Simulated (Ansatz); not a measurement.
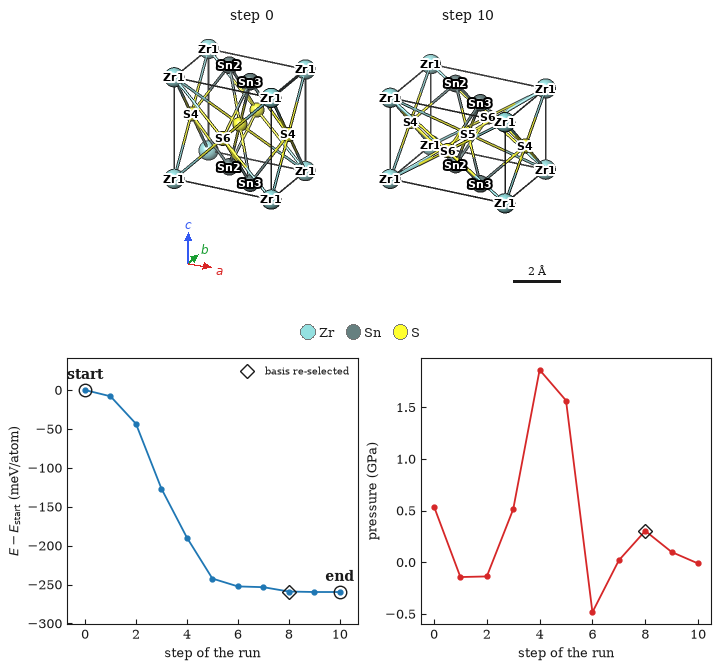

First and last geometry of a relaxation of a crystal of ZrSn$_{2}$S$_{3}$ (a generated structure, set up in P6/mmm), with the history of the run. Style: ball-and-stick. Shown: the cell of the calculation, slightly off an axis.

These are results of Ansatz, DFT PBE, scalar-relativistic, plane waves, PAW, not measurements. Set-up: plane-wave cutoff 420 eV; k-point mesh 6 × 6 × 8; occupations gaussian; smearing width 0.1 eV; collinear spin; cell and atoms relaxed; force threshold 0.01 eV/Å; at most 80 steps.

### What do the curves and the structures tell?

The run was cut off at its time limit before the relaxation converged, so the last structure is only a point on the way. No atom moves by more than 0.005 Å relative to the cell. Cell: a = b 5.909 → 7.001 Å (+18.5 %), c 4.516 → 3.605 Å (−20.2 %). Volume +12.1 %. Among the contacts that change: Zr1–S4 3.719 → 3.937 Å, Sn2–S4 2.830 → 2.708 Å. Among the angles between lasting bonds that change: S4–Sn3–S4 105.9° → 83.5°, Sn2–S5–Sn2 105.9° → 83.5°, Sn2–S5–Sn3 74.1° → 96.5°. The space group stays P6/mmm (No. 191). The energy falls by 260 meV per atom in 9 accepted moves (10 points after the start). All forces vanish by symmetry, so only the cell relaxes. The pressure goes from 0.54 to −0.01 GPa. The SCF was repeated once at an unchanged geometry on a basis and grid sized afresh for the cell, which shifted the energy by 5.6 meV per atom at most. The program noted that the starting moments weren't kept.
